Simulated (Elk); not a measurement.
Band structure of PdIn (Pm-3m, 2 atoms in the cell).

```
PdIn
1.0
    3.25000     0.00000     0.00000
    0.00000     3.25000     0.00000
    0.00000     0.00000     3.25000
In Pd
1 1
Direct
  0.50000   0.50000   0.50000
  0.00000   0.00000   0.00000
```

Level of theory: PBE, all-electron FP-LAPW, Elk's shipped species files, default APW+lo basis run with Elk.

Settings: xctype = 20; swidth = 0.00367493 Ha; ngridk = 8 8 8; rmtscf = 0.96; maxscl = 100.

The starting cell has typed, rounded lattice constants, without a prior relaxation at this level. Spin polarisation is off. Values depend on the basis (sphere radii, cutoffs, local orbitals), which need not be converged.

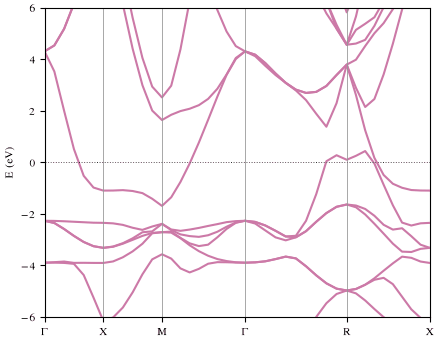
*Bands along the path, energies from the Fermi level.*

Levels in eV from the Fermi level, bands 15 to 22:
```
point     15     16     17     18     19    20    21     22
-----  -----  -----  -----  -----  -----  ----  ----  -----
Γ      -3.89  -2.27  -2.27  -2.27   4.31  4.31  4.31   9.75
X      -3.90  -3.32  -3.32  -2.35  -1.10  9.84  9.84  10.13
M      -2.71  -2.71  -2.39  -2.39  -1.69  1.64  2.52   9.82
R      -4.97  -1.64  -1.64   0.10   3.79  3.79  3.79   4.56
```

Bands cross the Fermi level along this path, so the cell is metallic at this level.
